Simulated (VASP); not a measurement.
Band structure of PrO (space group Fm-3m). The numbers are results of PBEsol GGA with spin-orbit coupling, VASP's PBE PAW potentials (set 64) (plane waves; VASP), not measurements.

The 4f electrons are frozen in the core of the lanthanide potential, so 4f levels, which can set the real gap, and their magnetism are missing.

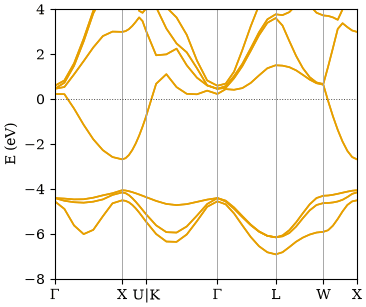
Figure: Bands along high-symmetry lines, zero at the valence-band maximum or, without a gap, the Fermi level

Q: Read the plot: is there a gap, and where are the band edges?

A: It has no gap at this level: it comes out as a metal or semimetal.

The structure comes from a computed database's PrO entry (Fm-3m); how it stands against other phases isn't given here. It was relaxed first.
